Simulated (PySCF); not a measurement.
Scan of H₂Cl (cation, charge +1), singlet: map of symmetric stretch and bend. Scanned: Cl-H bond length and H-Cl-H angle.

Level of theory: CCSD on RHF/cc-pVDZ, 5 core orbitals frozen (PySCF).

Energy in eV above the lowest grid point; x is the Cl-H bond length (Å), y the H-Cl-H angle (°).

```
y \ x   1.11   1.18   1.24   1.31   1.38   1.44   1.51   1.57   1.64   1.70   1.77
-----  -----  -----  -----  -----  -----  -----  -----  -----  -----  -----  -----
180    4.447  3.301  2.780  2.548  2.596  2.789  3.131  3.490  3.952  4.368  4.859
170    4.336  3.187  2.663  2.427  2.472  2.661  2.999  3.353  3.809  4.218  4.699
160    4.031  2.875  2.346  2.105  2.145  2.332  2.666  3.017  3.470  3.877  4.357
150    3.595  2.436  1.906  1.667  1.712  1.903  2.244  2.603  3.066  3.484  3.978
140    3.106  1.951  1.427  1.198  1.255  1.458  1.816  2.189  2.672  3.106  3.621
130    2.635  1.489  0.975  0.760  0.833  1.052  1.429  1.820  2.324  2.776  3.312
120    2.237  1.100  0.597  0.397  0.486  0.720  1.114  1.521  2.043  2.512  3.066
110    1.953  0.823  0.327  0.137  0.238  0.483  0.891  1.309  1.844  2.324  2.891
100    1.814  0.682  0.187  0.001  0.107  0.357  0.771  1.195  1.737  2.223  2.797
90     1.840  0.695  0.193  0.000  0.103  0.351  0.764  1.188  1.730  2.215  2.789
80     2.043  0.874  0.352  0.141  0.228  0.466  0.870  1.287  1.823  2.303  2.871
70     2.437  1.228  0.675  0.429  0.486  0.702  1.084  1.486  2.007  2.477  3.034
```

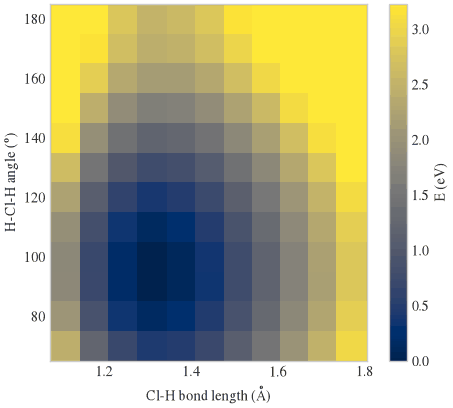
Fig. 1. Energy surface, cut off at 3 eV.

Points that lie below all their neighbours on the grid: x = 1.31, y = 90 (0.000 eV).
